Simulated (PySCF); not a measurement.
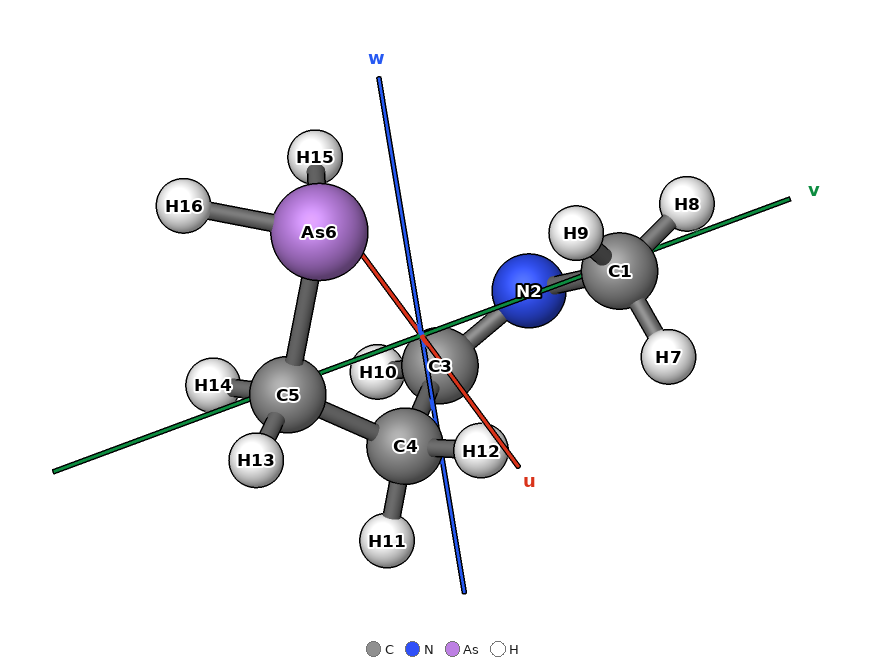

The lines u, v and w are the principal axes of the static dipole polarisability. The computed structure is the end point of a GFN2-xTB optimisation. No frequency run is at hand to confirm it as a minimum. Computed with CAM-B3LYP/def2-SVPD (PySCF 2.14.0).

Along which axis is the molecule most polarisable, and along which least?

Most along v (close to the long direction C1···C5), least along u.

Give the three principal values.

u 74.8, v 96.0, w 88.9 bohr³; mean 86.6, anisotropy 18.6 bohr³.

The geometry is semi-empirical. Around As such bond lengths and angles can be off by a tenth of an ångström or more and by several degrees, and values that hang on the shape move with them.
